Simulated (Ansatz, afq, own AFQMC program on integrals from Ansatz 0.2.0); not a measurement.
# Al₂H (quartet): AFQMC on the coupled-cluster ladder, cc-pVDZ, part 2 of 2

Ansatz 0.2.0, Gaussian basis, and an in-house AFQMC program (afq) on its integrals; all values are calculated; cc-pVDZ, frozen cores.

**13. Phaseless AFQMC, CID trial on UHF (settings varied)**

It reads the integrals that the CCSD(T) run on this determinant wrote.

Command:

```console
$ afq ham --method phaseless --trial cid --walkers 10 --populations 1 --least-time 40 --time-step 0.01 --steps-per-block 50 --equilibration-blocks 6 --max-blocks 120 --target-error 0.00064 --factor-cut 0.0001 --start spin_pure --seed 9127 --taylor-order 4
```

The program printed:

```text
orbitals 31  electrons 5 2  factors 186 of 406
reference energy -484.34002756 Eh
CCSD correlation -0.11110297 Eh in 12 cycles, weight of the determinant in the CISD state 0.8821
energy of the start -484.452716 Eh
 block  time / (1/Eh)  mean weight  energy / Eh
     1     0.500  1.0013  -484.451134
     2     1.000  0.9970  -484.451470
     3     1.500  1.0017  -484.449809
     4     2.000  0.9986  -484.450810
     5     2.500  1.0055  -484.453237
     6     3.000  1.0020  -484.453397
     7     3.500  0.9977  -484.452936
     8     4.000  1.0026  -484.470613
     9     4.500  0.9967  -484.461737
    10     5.000  1.0030  -484.452890
    11     5.500  0.9975  -484.455658
    13     6.500  1.0015  -484.455207
    15     7.500  1.0021  -484.451824
    17     8.500  1.0079  -484.454355
    19     9.500  0.9930  -484.454062
    21    10.500  0.9967  -484.455200
    23    11.500  1.0020  -484.455881
    25    12.500  1.0003  -484.459478
    27    13.500  0.9986  -484.455159
    29    14.500  1.0049  -484.455676
    31    15.500  0.9958  -484.458025
    33    16.500  1.0031  -484.448140
    35    17.500  1.0002  -484.454629
    37    18.500  0.9927  -484.452402
    39    19.500  0.9981  -484.453366
    41    20.500  1.0011  -484.451964
    43    21.500  0.9908  -484.452675
    45    22.500  1.0037  -484.453916
    47    23.500  1.0031  -484.451821
    49    24.500  0.9984  -484.454628
    51    25.500  0.9966  -484.451511
    53    26.500  0.9954  -484.450171
    55    27.500  0.9974  -484.454476
    57    28.500  1.0024  -484.455249
    59    29.500  0.9935  -484.455638
    61    30.500  1.0002  -484.456253
    63    31.500  1.0004  -484.452708
    65    32.500  0.9982  -484.454885
    67    33.500  1.0000  -484.456941
    69    34.500  0.9974  -484.458147
    71    35.500  1.0011  -484.453226
    73    36.500  1.0037  -484.457396
    75    37.500  1.0049  -484.454620
    77    38.500  0.9970  -484.464237
    79    39.500  1.0109  -484.461375
    81    40.500  1.0010  -484.459164
    83    41.500  1.0028  -484.459304
    85    42.500  0.9970  -484.457680
blocks merged  error / Eh  count
     1  0.000424  80
     2  0.000467  40
     4  0.000580  20
     8  0.000726  10
energy -484.455686 +/- 0.000580 Eh
```

Run time: 5.8 s. Hardware: 1 thread of Intel Xeon 6975P-C (Granite Rapids), shared host.

Energy -13182.7108 ± 0.0158 eV. Caveats: constraint bias not in the error. The error still grows with block length (0.0127 to 0.0198 eV), so the bar may be too small.

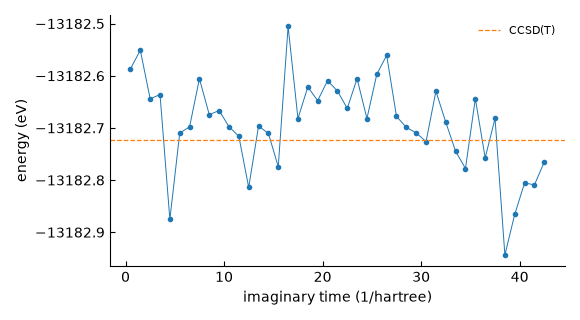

Block energies along the walk.

**14. Phaseless AFQMC, single-determinant trial on UHF (settings varied)**

It reads the integrals that the CCSD(T) run on this determinant wrote.

Command:

```console
$ afq ham --method phaseless --trial hf --walkers 2 --populations 1 --least-time 40 --time-step 0.005 --steps-per-block 25 --equilibration-blocks 80 --max-blocks 480 --target-error 0.00064 --factor-cut 1e-05 --start determinant --seed 1367 --release-times 0.2,0.4 --release-step 0.1 --release-every 8 --taylor-order 8
```

The program printed:

```text
orbitals 31  electrons 5 2  factors 222 of 406
reference energy -484.34002756 Eh
CCSD correlation -0.11110458 Eh in 12 cycles, weight of the determinant in the CISD state 0.8821
energy of the start -484.340028 Eh
 block  time / (1/Eh)  mean weight  energy / Eh
     1     0.125  0.9984  -484.347542
     2     0.250  1.0058  -484.362116
     3     0.375  1.0052  -484.361509
     4     0.500  1.0030  -484.370253
     5     0.625  0.9976  -484.361454
     6     0.750  1.0018  -484.384351
     7     0.875  0.9997  -484.395370
     8     1.000  1.0018  -484.412331
     9     1.125  0.9981  -484.456870
    10     1.250  0.9997  -484.485967
    15     1.875  1.0081  -484.476900
    29     3.625  0.9991  -484.388892
    43     5.375  0.9895  -484.456685
    57     7.125  0.9989  -484.541630
    71     8.875  0.9946  -484.453349
    85    10.625  1.0006  -484.397471
    99    12.375  0.9994  -484.407477
   113    14.125  0.9946  -484.435161
   127    15.875  0.9991  -484.454154
   141    17.625  1.0016  -484.425606
   155    19.375  0.9949  -484.401949
   169    21.125  1.0048  -484.427165
   183    22.875  0.9959  -484.417332
   197    24.625  0.9881  -484.433707
   211    26.375  1.0062  -484.448558
   225    28.125  1.0015  -484.453628
   239    29.875  1.0035  -484.427455
   253    31.625  1.0029  -484.390355
   267    33.375  1.0066  -484.427312
   281    35.125  0.9985  -484.431244
   295    36.875  0.9964  -484.402737
   309    38.625  0.9944  -484.475690
   323    40.375  0.9958  -484.381191
   337    42.125  0.9941  -484.427496
   351    43.875  0.9898  -484.474639
   365    45.625  1.0005  -484.521283
   379    47.375  1.0072  -484.407912
   393    49.125  0.9925  -484.503269
   407    50.875  0.9923  -484.372052
   421    52.625  0.9996  -484.387036
   435    54.375  1.0020  -484.406056
   449    56.125  1.0058  -484.503874
   463    57.875  0.9942  -484.574965
   477    59.625  1.0036  -484.439962
   491    61.375  0.9958  -484.422754
   505    63.125  1.0015  -484.440193
   519    64.875  1.0004  -484.494035
   533    66.625  1.0019  -484.496869
   547    68.375  1.0072  -484.406440
blocks merged  error / Eh  count
     1  0.002440  480
     2  0.003302  240
     4  0.004458  120
     8  0.005785  60
    16  0.007096  30
    32  0.007918  15
released: time / (1/Eh)  energy / Eh  error  mean overlap
  0.20  -484.454470  0.008790  0.9828
  0.40  -484.461595  0.008565  0.9302
energy -484.448406 +/- 0.007096 Eh
```

It took 5.6 s on 1 thread of Intel Xeon 6975P-C (Granite Rapids), shared host; peak memory 0.25 GiB.

Energy -13182.5127 ± 0.1931 eV. The run doesn't count as converged. Caveats: constraint bias not in the error; error above the target.

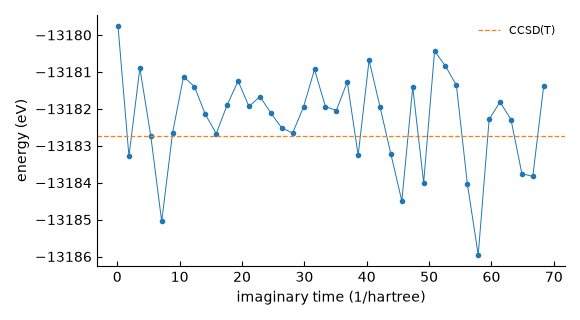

Block energies along the walk.

**15. AFQMC on the ladder**

On the UHF determinant, counted from CCSDT(Q) (a yardstick, not exact):

| level | energy (eV) | from CCSDT(Q) (meV) | statistical error (meV) | time |
| --- | --- | --- | --- | --- |
| HF | -13179.5636 | +3210.7 |  |  |
| MP2 | -13181.8725 | +901.8 |  |  |
| CCSD | -13182.5869 | +187.4 |  |  |
| CCSD(T) | -13182.7226 | +51.7 |  |  |
| CCSDT(Q) | -13182.7743 | 0.0 |  |  |
| Phaseless AFQMC, CISD trial, step 0.005, 60 walkers | -13182.7632 | +11.1 | 8.4 | 2.7 min |
| Phaseless AFQMC, single-determinant trial, step 0.005, 120 walkers | -13182.7051 | +69.1 | 35.8 | 96 s |
| Free-projection AFQMC, CISD trial, step 0.03, 60 walkers | -13182.7680 | +6.3 | 9.7 | 2.2 min |
| Phaseless AFQMC, CID trial, step 0.01, 10 walkers | -13182.7108 | +63.5 | 15.8 | 5.8 s |

The functionals' totals stand on their own zeros and serve differences with other points: PBE -13199.686 eV; r2SCAN -13205.692 eV; PBE0 -13200.952 eV; B3LYP -13208.046 eV; wB97M-V -13205.800 eV; B2PLYP -13200.365 eV.

**16. What came out**

What follows sums up all 2 parts.

```
                                                      quantity             value
                                  CCSD(T) on UHF from CCSDT(Q)         +51.7 meV
              Phaseless AFQMC, CISD trial on UHF from CCSDT(Q)   +11.1 ± 8.4 meV
Phaseless AFQMC, single-determinant trial on UHF from CCSDT(Q)  +69.1 ± 35.8 meV
        Free-projection AFQMC, CISD trial on UHF from CCSDT(Q)    +6.3 ± 9.7 meV
```

**Reading.** On UHF the phaseless walk with the CISD trial lies +11.1 meV from CCSDT(Q), within three error bars. Free projection has no constraint; at the last time it gives +6.3 ± 9.7 meV, and from a start that isn't spin pure other spins can mix in. Error bars are statistical and leave out the constraint, the time step and what remains of the start.
